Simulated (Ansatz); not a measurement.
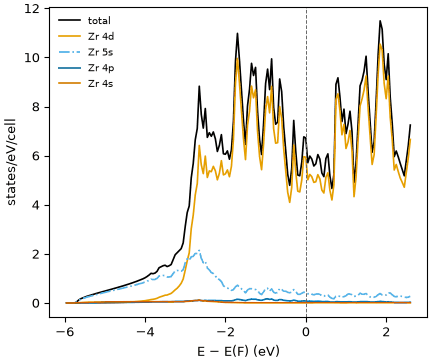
Total and projected density of states of Zr in space group Ibam (No. 72; Zr on 4a, Zr on 8j), plane-wave PAW r²SCAN+D4 (Ansatz code)

Q: Which orbitals carry the states next to the Fermi level?

A: Within 0.5 eV of the Fermi level: Zr 4d 87 %, Zr 5s 7 %. Projections are on Löwdin-orthogonalised atomic valence shells; empty p or d shells of many metals are not among them.

Q: Where is the tallest occupied peak in this window, and what makes it?

A: Near -1.7 eV, about 11 states/eV per cell; the largest projected share is Zr 4d.

The workflow started from a Materials Project entry (that database holds measured and hypothetical structures alike); the Crystallography Open Database copy checked does not list it. It is not the phase usual at ambient conditions (space group No. 194). Symmetry was held in the r²SCAN+D4 relaxation; its stability against distortions is not shown here. No spin polarisation was allowed. The pairwise dispersion correction was not fitted to metals. Spin–orbit coupling is left out wherever it is not named.

Potentials: the later of the program's two PAW sets.
